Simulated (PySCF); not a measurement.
SMILES [SiH3]c1cccc(-c2cccs2)c1 (C10H10SSi), singlet at its GFN2-xTB optimised geometry (Å):

```
22

Si    -3.3832    -1.9294     0.0171
C     -2.3998    -0.3183     0.0000
C     -3.0546     0.9110     0.0009
C     -2.3389     2.0948     0.0018
C     -0.9576     2.0776     0.0014
C     -0.2688     0.8623     0.0000
C      1.1802     0.8215    -0.0031
C      2.0736     1.8593    -0.0067
C      3.4197     1.4444    -0.0111
C      3.5499     0.0931    -0.0106
S      2.0286    -0.7012    -0.0053
C     -1.0129    -0.3183     0.0000
H     -2.4832    -3.0415    -0.2882
H     -4.4474    -1.8455    -0.9864
H     -3.9802    -2.1123     1.3435
H     -4.1350     0.9384    -0.0005
H     -2.8605     3.0415     0.0021
H     -0.4136     3.0092     0.0011
H      1.7859     2.8950    -0.0065
H      4.2531     2.1244    -0.0148
H      4.4474    -0.4928    -0.0136
H     -0.4848    -1.2623    -0.0015
```

Calculation: PBE0/def2-SVP run with PySCF 2.14.0. Cells within 0.4 Å of a nucleus heavier than hydrogen are left out (blank, or x).

Map of the electron localisation function on the plane z = 0.0 Å:

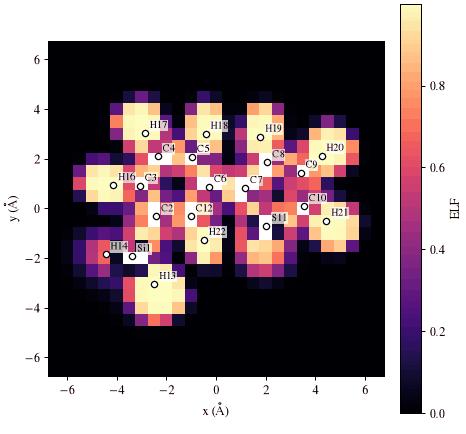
Fig. 1. Electron localisation function on the plane z = 0.0 Å.
